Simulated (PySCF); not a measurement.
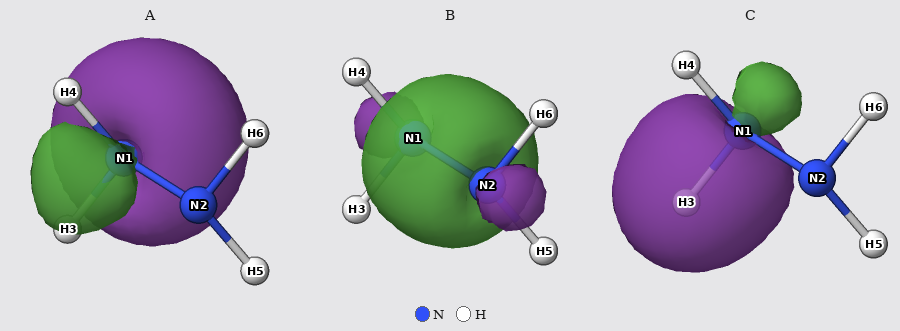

Figure 1: H₄N₂, SMILES `NN`. Foster–Boys orbitals, occupied; each surface holds about 85 % of the orbital's density. Energies are diagonal elements of the Fock matrix.

Computed with PySCF, TPSSh/aug-cc-pVDZ, geometry: GFN2-xTB. No frequency check shows the geometry to be a minimum.

Q: What does each orbital represent in a Lewis picture?

A: By panel:
- A: lone pair on N1 (sp2-type) (N1 99 %; −8.8 eV)
- B: σ bond N2–N1 (N2 50 %, N1 50 %; −16.8 eV)
- C: σ bond N1–H3 (N1 61 %, H3 39 %; −15.3 eV)

The PySCF run took 5 s on 1 thread of Intel(R) Xeon(R) 6975P-C (Granite Rapids) (shared host), peak memory 0.38 GiB.
